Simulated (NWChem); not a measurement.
# SiHF3 (SMILES F[SiH](F)F) at 5 levels

We compute a comparison of 5 runs (B3LYP/def2-SVPD, M06-2X/def2-SVPD, PBE0/def2-SVPD, revPBE/def2-SVPD, wB97X/def2-SVPD) of SiHF3. 

The calculation is run with NWChem 7.3.0.

### Step 1. The system as given

The species is SiHF3 (5 atoms), meant as a singlet with charge 0. SMILES: `F[SiH](F)F`. Geometry: relaxed at PBE0-D4/def2-TZVP.

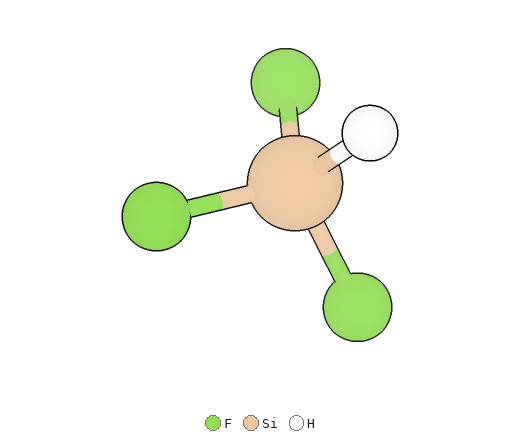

Viewed from a chosen angle; fluorine green, silicon light orange, hydrogen white.

### Step 2. Energy and gradient at B3LYP/def2-SVPD (run 1)

mymol.nw reads:

```
start mymol
memory 2200 mb

geometry units angstrom noautosym nocenter noautoz
  F    -0.447100   -0.082200    1.491300
  Si    0.040700    0.001700   -0.001800
  F    -0.597100    1.281400   -0.657200
  F    -0.495900   -1.263300   -0.767200
  H     1.499400    0.062400   -0.065100
end

basis spherical bse
  * library def2-SVPD
end

dft
  xc b3lyp
  grid fine
  convergence energy 1e-08
  iterations 100
  mulliken
end

task dft gradient
```

Command:

```
nwchem mymol.nw > mymol.out
```

What it wrote:

```text
[...]
          Wavefunction type:  closed shell.
          No. of atoms     :     5
          No. of electrons :    42
[...]
          Charge           :     0
          Spin multiplicity:     1
[...]
          AO basis - number of functions:   101
[...]
              XC Information
              --------------
                         B3LYP Method XC Potential
                     Hartree-Fock (Exact) Exchange  0.200
                        Slater Exchange Functional  0.800 local
                    Becke 1988 Exchange Functional  0.720 non-local
              Lee-Yang-Parr Correlation Functional  0.810
                  VWN I RPA Correlation Functional  0.190 local
[...]
 d= 0,ls=0.0,diis     1   -589.4234082318 -7.78D+02  1.97D-02  9.09D-01     1.7
[...]
 d= 0,ls=0.0,diis     7   -589.5203628083 -6.19D-09  6.59D-07  6.36D-09     9.5
         Total DFT energy =     -589.520362808256
      One electron energy =    -1193.758676066057
           Coulomb energy =      468.641247276564
    Exchange-Corr. energy =      -52.810798068306
 Nuclear repulsion energy =      188.407864049543
[...]
      Total Density - Mulliken Population Analysis
     ---------------------------------------------
    Atom       Charge   Shell Charges
 -----------   ------   -------------------------------------------------------
    1 F    9     9.59   1.99  1.13  0.77  0.16  3.37  1.96  0.20  0.01  0.01
    2 Si  14    12.17   2.00  1.98  0.90 -0.74  0.17  5.93  1.11  0.22  0.57  0.03
    3 F    9     9.59   1.99  1.13  0.77  0.16  3.37  1.96  0.20  0.01  0.01
    4 F    9     9.59   1.99  1.13  0.77  0.16  3.37  1.96  0.20  0.01  0.01
    5 H    1     1.06   0.75  0.26  0.01  0.04
[...]
  wavefunction    = closed shell
                         DFT ENERGY GRADIENTS
    atom               coordinates                        gradient
                 x          y          z           x          y          z
   1 F      -0.844896  -0.155335   2.818148    0.009751   0.001660  -0.029417
   2 Si      0.076912   0.003213  -0.003402   -0.031905  -0.001318   0.001301
   3 F      -1.128355   2.421495  -1.241928    0.012745  -0.025279   0.012945
   4 F      -0.937115  -2.387291  -1.449798    0.010745   0.024994   0.015113
   5 H       2.833455   0.117919  -0.123021   -0.001336  -0.000057   0.000057
[...]
```

Run time: 14 s. Hardware: 1 thread of Intel Xeon Platinum 8488C (Sapphire Rapids), shared host; peak memory 0.12 GiB.

### Step 3. Energy and forces at M06-2X/def2-SVPD (run 2)

job.nw reads:

```
start job
title "F3HSi gradient"
memory stack 880 mb heap 220 mb global 1100 mb
geometry units bohr noautosym nocenter noautoz
F     -0.84489655    -0.15533549     2.81814857
Si     0.07691185     0.00321253    -0.00340151
F     -1.12835547     2.42149506    -1.24192801
F     -0.93711519    -2.38729101    -1.44979788
H      2.83345535     0.11791891    -0.12302117
end
basis spherical bse
F library def2-SVPD
Si library def2-SVPD
H library def2-SVPD
end
dft
xc m06-2x
grid fine
convergence energy 1e-08
iterations 100
mulliken
noprint "final vectors analysis"
end
task dft gradient
```

Command:

```
nwchem job.nw > job.out
```

What it wrote:

```text
[...]
          Wavefunction type:  closed shell.
          No. of atoms     :     5
          No. of electrons :    42
[...]
          Charge           :     0
          Spin multiplicity:     1
[...]
          AO basis - number of functions:   101
[...]
              XC Information
              --------------
                       M06-2X Method XC Functional
                     Hartree-Fock (Exact) Exchange  0.540
                        M06-2X Exchange Functional  1.000
                      M06-2X Correlation Potential  1.000
[...]
 d= 0,ls=0.0,diis     1   -589.2929073881 -7.78D+02  1.71D-02  8.86D-01     1.9
[...]
 d= 0,ls=0.0,diis     7   -589.3888757959 -5.09D-09  5.95D-07  7.26D-10    11.3
         Total DFT energy =     -589.388875795857
      One electron energy =    -1193.815728422800
           Coulomb energy =      468.713742166488
    Exchange-Corr. energy =      -52.694740042344
 Nuclear repulsion energy =      188.407850502800
[...]
      Total Density - Mulliken Population Analysis
     ---------------------------------------------
    Atom       Charge   Shell Charges
 -----------   ------   -------------------------------------------------------
    1 F    9     9.62   1.99  1.12  0.79  0.14  3.35  2.01  0.20  0.01  0.01
    2 Si  14    12.03   2.00  1.98  0.84 -0.74  0.16  5.93  1.09  0.17  0.58  0.03
    3 F    9     9.62   1.99  1.12  0.79  0.14  3.35  2.01  0.20  0.01  0.01
    4 F    9     9.62   1.99  1.12  0.79  0.14  3.35  2.01  0.20  0.01  0.01
    5 H    1     1.12   0.74  0.31  0.01  0.05
[...]
  wavefunction    = closed shell
                         DFT ENERGY GRADIENTS
    atom               coordinates                        gradient
                 x          y          z           x          y          z
   1 F      -0.844897  -0.155335   2.818149    0.008223   0.001310  -0.022730
   2 Si      0.076912   0.003213  -0.003402   -0.028472  -0.001177   0.001147
   3 F      -1.128355   2.421495  -1.241928    0.010542  -0.019488   0.009971
   4 F      -0.937115  -2.387291  -1.449798    0.008994   0.019328   0.011646
   5 H       2.833455   0.117919  -0.123021    0.000713   0.000028  -0.000035
[...]
```

Run time: 17 s. Hardware: 1 thread of Intel Xeon Platinum 8488C (Sapphire Rapids), shared host; peak memory 0.12 GiB.

### Step 4. Energy and forces at PBE0/def2-SVPD (run 3)

a.xyz reads:

```xyz
5
F3HSi
F     -0.447100    -0.082200     1.491300
Si     0.040700     0.001700    -0.001800
F     -0.597100     1.281400    -0.657200
F     -0.495900    -1.263300    -0.767200
H      1.499400     0.062400    -0.065100
```

a.nw reads:

```
start a
title "F3HSi"
memory stack 880 mb heap 220 mb global 1100 mb

geometry noautosym nocenter noautoz
load format xyz a.xyz
end

basis spherical bse
* library def2-SVPD
end

dft
xc pbe0
grid fine
convergence energy 1e-08
maxiter 100
mulliken
end

task dft gradient
```

Command:

```
nwchem a.nw > a.out
```

What it wrote:

```text
[...]
          Wavefunction type:  closed shell.
          No. of atoms     :     5
          No. of electrons :    42
[...]
          Charge           :     0
          Spin multiplicity:     1
[...]
          AO basis - number of functions:   101
[...]
              XC Information
              --------------
                         PBE0 Method XC Functional
                     Hartree-Fock (Exact) Exchange  0.250
          PerdewBurkeErnzerhof Exchange Functional  0.750
            Perdew 1991 LDA Correlation Functional  1.000 local
           PerdewBurkeErnz. Correlation Functional  1.000 non-local
[...]
 d= 0,ls=0.0,diis     1   -588.9946742526 -7.77D+02  1.84D-02  9.20D-01     1.6
[...]
 d= 0,ls=0.0,diis     7   -589.0927589768 -5.73D-09  4.68D-07  3.71D-09     9.5
         Total DFT energy =     -589.092758976764
      One electron energy =    -1193.821740240265
           Coulomb energy =      468.699850057347
    Exchange-Corr. energy =      -52.378732843390
 Nuclear repulsion energy =      188.407864049544
[...]
      Total Density - Mulliken Population Analysis
     ---------------------------------------------
    Atom       Charge   Shell Charges
 -----------   ------   -------------------------------------------------------
    1 F    9     9.61   1.99  1.13  0.78  0.14  3.35  1.99  0.20  0.01  0.01
    2 Si  14    12.07   2.00  1.98  0.87 -0.76  0.17  5.93  1.10  0.18  0.57  0.03
    3 F    9     9.61   1.99  1.13  0.78  0.14  3.35  1.99  0.20  0.01  0.01
    4 F    9     9.61   1.99  1.13  0.78  0.14  3.35  1.99  0.20  0.01  0.01
    5 H    1     1.11   0.74  0.31  0.01  0.05
[...]
  wavefunction    = closed shell
                         DFT ENERGY GRADIENTS
    atom               coordinates                        gradient
                 x          y          z           x          y          z
   1 F      -0.844896  -0.155335   2.818148    0.008695   0.001453  -0.025601
   2 Si      0.076912   0.003213  -0.003402   -0.027224  -0.001123   0.001098
   3 F      -1.128355   2.421495  -1.241928    0.011305  -0.021993   0.011258
   4 F      -0.937115  -2.387291  -1.449798    0.009564   0.021762   0.013144
   5 H       2.833455   0.117919  -0.123021   -0.002341  -0.000099   0.000101
[...]
```

Wall time 14 s (1 thread of Intel Xeon Platinum 8488C (Sapphire Rapids), shared host); peak memory 0.12 GiB.

Run 4 isn't shown in full; the table further down has it.

### Step 5. Energy and forces at wB97X/def2-SVPD (run 5)

run.py reads:

```python
from ase import Atoms
from ase.calculators.nwchem import NWChem

mol = Atoms(['F', 'Si', 'F', 'F', 'H'], positions=[
    [-0.447100, -0.082200, 1.491300],
    [0.040700, 0.001700, -0.001800],
    [-0.597100, 1.281400, -0.657200],
    [-0.495900, -1.263300, -0.767200],
    [1.499400, 0.062400, -0.065100],
])

calc = NWChem(
    label='calc',
    theory='dft',
    memory='2200 mb',
    basis='def2-SVPD',
    basispar='spherical bse',
    dft={'xc': 'wb97x', 'mult': '1', 'grid': 'fine', 'convergence': 'energy 1e-08', 'iterations': '100', 'mulliken': None},
)
mol.calc = calc

forces = mol.get_forces()
print(f"energy = {mol.get_potential_energy():.6f} eV")
print("forces (eV/A):")
for s, f in zip(mol.symbols, forces):
    print(f"{s:2s} {f[0]:10.5f} {f[1]:10.5f} {f[2]:10.5f}")
print("dipole (e A):", mol.get_dipole_moment().round(4))
```

Command:

```
export ASE_NWCHEM_COMMAND="nwchem PREFIX.nwi > PREFIX.nwo"
python run.py
```

What it wrote:

```text
energy = -16039.239872 eV
forces (eV/A):
F    -0.47411   -0.07960    1.40017
Si    1.53762    0.06340   -0.06273
F    -0.61660    1.20271   -0.61557
F    -0.52142   -1.18980   -0.71867
H     0.07451    0.00329   -0.00319
dipole (e A): [ 0.3046  0.0127 -0.0133]
```

The calculator wrote calc.nwi:

```
title "calc"

permanent_dir calc

scratch_dir calc

start calc

geometry units angstrom nocenter noautosym noautoz
  F  -4.4710000000000000e-01 -8.2199999999999995e-02 1.4913000000000001e+00
  Si 4.0700000000000000e-02 1.6999999999999999e-03 -1.8000000000000000e-03
  F  -5.9709999999999996e-01 1.2814000000000001e+00 -6.5720000000000001e-01
  F  -4.9590000000000001e-01 -1.2633000000000001e+00 -7.6719999999999999e-01
  H  1.4994000000000001e+00 6.2399999999999997e-02 -6.5100000000000005e-02
end

memory 2200 mb

basis spherical bse noprint
   * library def2-SVPD
end

dft
  xc wb97x
  mult 1
  grid fine
  convergence energy 1e-08
  iterations 100
  mulliken
end

task dft gradient
```

calc.nwo, shortened:

```text
[...]
         Total DFT energy =     -589.431198325748
[...]
  wavefunction    = closed shell
[...]
                         DFT ENERGY GRADIENTS
    atom               coordinates                        gradient
                 x          y          z           x          y          z
   1 F      -0.844896  -0.155335   2.818148    0.009220   0.001548  -0.027229
   2 Si      0.076912   0.003213  -0.003402   -0.029902  -0.001233   0.001220
   3 F      -1.128355   2.421495  -1.241928    0.011991  -0.023389   0.011971
   4 F      -0.937115  -2.387291  -1.449798    0.010140   0.023138   0.013976
   5 H       2.833455   0.117919  -0.123021   -0.001449  -0.000064   0.000062
[...]
```

Wall time 73 s (1 thread of Intel Xeon Platinum 8488C (Sapphire Rapids), shared host); peak memory 0.12 GiB.

### Step 6. The series

| run | level | energy (Eh) | dipole moment (D) | HOMO energy (eV) | LUMO energy (eV) | wall time |
| --- | --- | --- | --- | --- | --- | --- |
| 1 | B3LYP/def2-SVPD | -589.520363 | 1.43 | -11.11 | 0.24 | 14 s |
| 2 | M06-2X/def2-SVPD | -589.388876 | 1.46 | – | – | 17 s |
| 3 | PBE0/def2-SVPD | -589.092759 | 1.43 | -11.33 | 0.58 | 14 s |
| 4 | revPBE/def2-SVPD | -589.329072 | 1.31 | -9.63 | -0.20 | 18 s |
| 5 | wB97X/def2-SVPD | -589.431198 | 1.47 | -13.86 | 2.48 | 73 s |

### Step 7. What came out

| quantity | value |
| --- | --- |
| run 5: total energy | -589.43120 Eh |
| run 5: dipole moment | 1.47 D |
| run 5: HOMO energy | -13.86 eV |
| run 5: LUMO energy | 2.48 eV |
| run 5: HOMO–LUMO gap | 16.34 eV |
| run 5: largest force on an atom | 1.540 eV/Å |

The dipole moment (its size) runs from 1.31 D (revPBE/def2-SVPD) to 1.47 D (wB97X/def2-SVPD). Over runs 1, 3, 4, 5 the HOMO–LUMO gap runs from 9.43 eV (revPBE/def2-SVPD) to 16.34 eV (wB97X/def2-SVPD). Totals of different functionals can't be ranked against each other. All runs together took 2.3 min, the longest 73 s.
